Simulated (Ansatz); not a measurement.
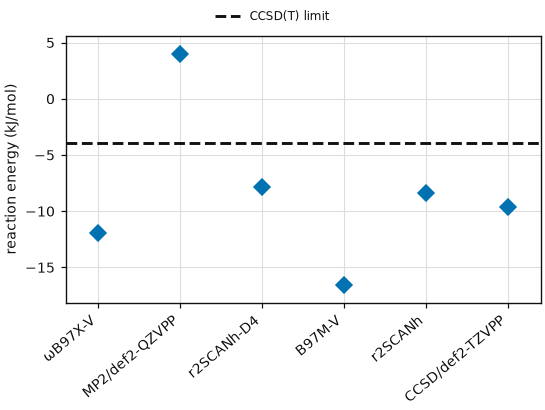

Electronic reaction energy of TiH₂O₂IF ([OH][Ti]([OH])([F])[I]) + HCl (Cl) → TiH₂O₂ClF ([OH][Ti]([OH])([F])[Cl]) + HI (I) (SMILES in brackets) at several levels (functionals in def2-TZVPP unless a basis is named), isolated molecules at PBE0-D4 triple-zeta geometries, minima by their frequencies, no zero-point or thermal terms, the Ansatz code 0.2.0. The line is frozen-core CCSD(T) at the basis limit (MP2 extrapolated from triple and quadruple zeta, plus CCSD(T) less MP2 in a smaller set). No dispersion term is added to r2SCANh. The distance of MP2/def2-QZVPP and CCSD/def2-TZVPP to the limit includes basis error. Core potentials past Kr.

What do zero-point energy and temperature add?

Answer. Zero-point change −2.7 kJ/mol; at 298.15 K and 1 bar the CCSD(T) limit plus thermal terms gives an enthalpy of reaction of −7.2 and a free energy of −7.8 kJ/mol (harmonic PBE0-D4 modes, ideal gas).

What range do the values span, the line included?

Answer. From −16.5 kJ/mol (B97M-V) to 4.0 kJ/mol (MP2/def2-QZVPP).

Note: no scalar relativity up to krypton; outer-core shells are correlated without core-valence functions, which makes the correlated values less sure; spin-orbit coupling is left out, and with I it can shift these values.
